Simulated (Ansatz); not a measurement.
Method: PBE (plane waves to 420 eV, PAW; Ansatz, a quantum-chemistry and plane-wave program).

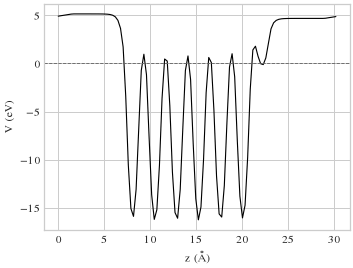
Figure. Planar average of the electrostatic potential across the slab, in eV from the Fermi level, for a constructed model of the (111) surface of fcc Au, p(2x2), one Au adatom (bottom of the slab: a bare face, its two planes held)

Model: 25-atom slab, 14.3 Å thick at the start, 8x8x1 mesh, Fermi-Dirac 0.1 eV, dipole correction, 8 atoms held, the rest relaxed; symmetry of the start imposed; no spin, no spin-orbit, no U. It is one candidate, not shown to be the stable structure of the face.

The vacuum level lies 4.68 eV above the Fermi level over the top face and 5.15 eV above it under the bottom face.
